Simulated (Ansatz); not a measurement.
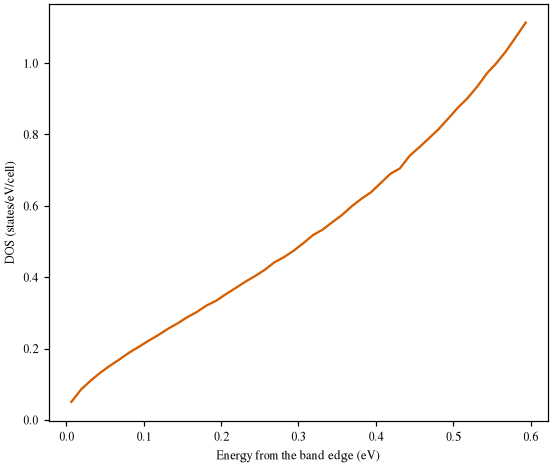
Figure. Density of states of CaS (Fm-3m) below the valence band maximum, PBEsol, rigid bands (Ansatz, an electronic-structure program); cell volume 44.7 Å³.

Question: What effective density of states at 300 K does this give (∫ g(E) exp(−E/k_BT) dE, both spins, divided by the cell's size)?

Answer: 5.4e19 cm⁻³, a density-of-states mass of 1.66 mₑ, valleys and band degeneracy included.

Spin-orbit coupling is left out; where it splits the top of the valence band, N_v and the p-type Seebeck coefficient come out somewhat high without it. Geometry: cell and atoms relaxed with PBEsol.
